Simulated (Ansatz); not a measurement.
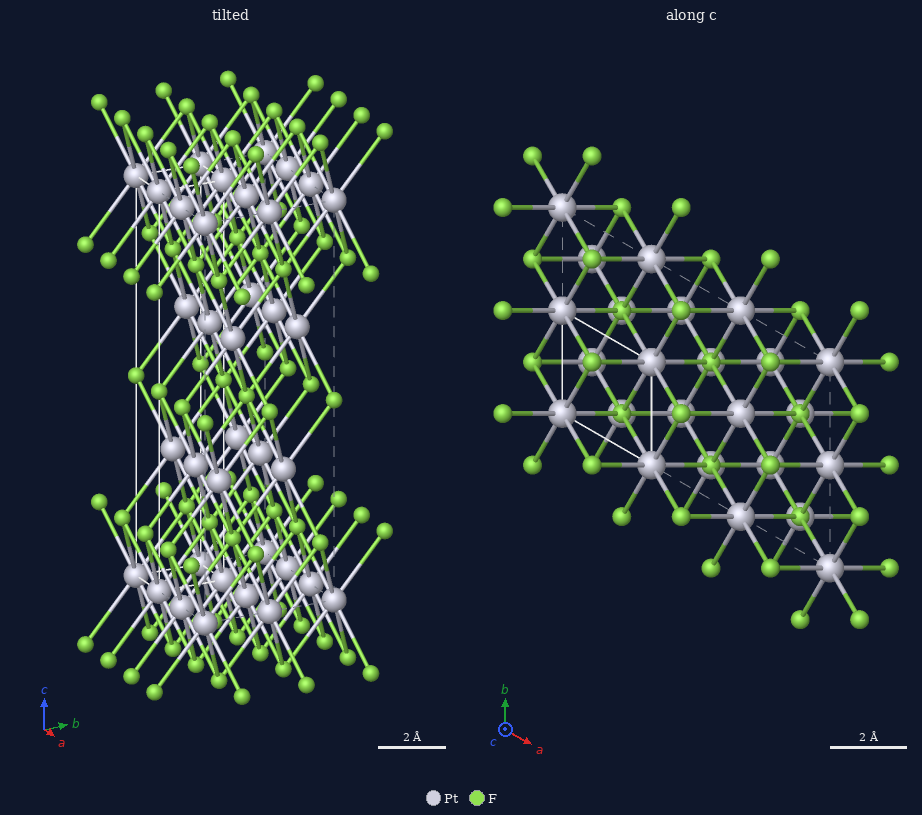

The figure gives a ball-and-stick picture of the atoms, viewed slightly off an axis and along the c axis. The conventional unit cell (solid box) is repeated to 3×2×1 cells. Some neighbours outside the box are added. Cell: a = 2.721 Å, b = 2.721 Å, c = 12.202 Å, α = 90.00°, β = 90.00°, γ = 120.00°.

- The formula is PtF.
- The lattice is rhombohedral (trigonal R) and the space group R-3m (No. 166).
- It has 6 atoms to the cell (3 Pt, 3 F).
- Each Pt has six F at about 2.6 Å. The neighbours of F are six Pt at about 2.6 Å. Not all metal-metal contacts are counted.
- The bonds build a three-dimensional framework.

The cell started as a textbook structure type filled with these elements (whether it is the usual form wasn't checked). This is the structure after a relaxation with Ansatz, DFT PBE, scalar-relativistic, plane waves, PAW.
